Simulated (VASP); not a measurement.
Band structure of MoS (relaxed from the NiAs type structure, space group P6_3/mmc). All values below come from PBEsol GGA, VASP's PBE PAW potentials (set 64) (plane waves; VASP 6.6.1).

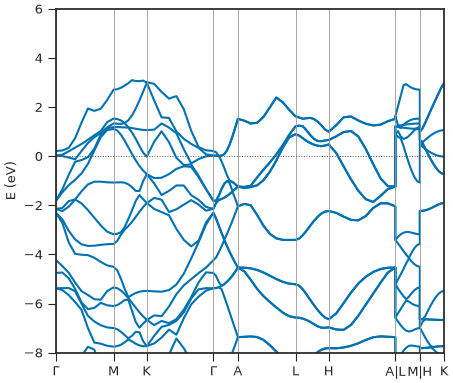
Figure: Bands along high-symmetry lines, zero at the valence-band maximum or, without a gap, the Fermi level

Read the plot: is there a gap, and where are the band edges?

It has no gap at this level: it comes out as a metal or semimetal. (Edges off the drawn lines would not show.)

The structure was generated: MoS was put into the NiAs type type (P6_3/mmc), which need not be its known phase. It was relaxed first, which changed the volume by -33 %. VASP warned that the highest band is occupied, so more bands are needed.
